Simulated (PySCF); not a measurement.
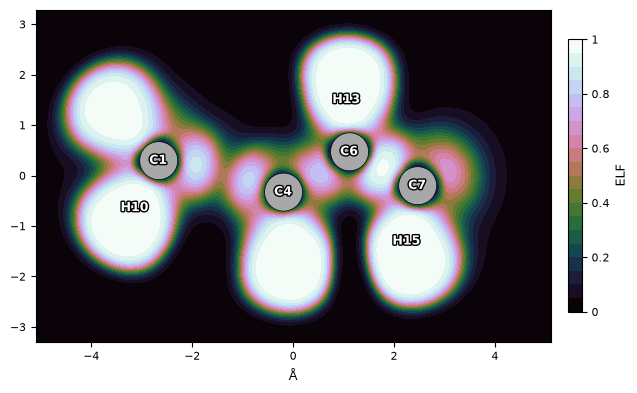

Figure 1: C₅H₉FO. ELF on the plane of atoms C6, C7 and H15. Grey discs cover the atomic cores.

Geometry: GFN2-xTB, MD frame at 250 fs, 300 K.

Computed with PySCF 2.14.0, PBE0/pcSseg-1, SCF density, gas phase, non-relativistic.

```yaml
atoms:
  - { symbol: C, position_ang: [1.7575, 0.9299, 0.3845] }
  - { symbol: C, position_ang: [0.9270, -0.3317, 0.0371] }
  - { symbol: F, position_ang: [1.6223, -1.4347, 0.5261] }
  - { symbol: C, position_ang: [-0.4652, -0.3233, 0.6285] }
  - { symbol: O, position_ang: [-1.3637, 0.8035, 0.6800] }
  - { symbol: C, position_ang: [-1.7960, -0.2695, -0.1480] }
  - { symbol: C, position_ang: [-3.0325, -0.9818, 0.3380] }
  - { symbol: H, position_ang: [2.4851, 1.0476, -0.4398] }
  - { symbol: H, position_ang: [1.2579, 1.9010, 0.5077] }
  - { symbol: H, position_ang: [2.2396, 0.7158, 1.2871] }
  - { symbol: H, position_ang: [0.9877, -0.5142, -1.0728] }
  - { symbol: H, position_ang: [-0.5151, -0.9407, 1.6054] }
  - { symbol: H, position_ang: [-1.7376, 0.0181, -1.1566] }
  - { symbol: H, position_ang: [-3.2708, -1.8605, -0.3102] }
  - { symbol: H, position_ang: [-2.7723, -1.3726, 1.3562] }
  - { symbol: H, position_ang: [-3.8943, -0.3019, 0.3298] }
```

Describe what can be read from this map.

Atoms in the plane: C and H. C–C (1.51 Å): the ELF peaks at about 0.95 between the atoms; a covalent bond. C–H (1.05 Å): the ELF climbs to about 1 towards the hydrogen, as it does in any bond to H (an ordinary covalent bond to hydrogen). C–C (1.54 Å): the ELF peaks at about 0.85 between the atoms: localised, covalent bonding.
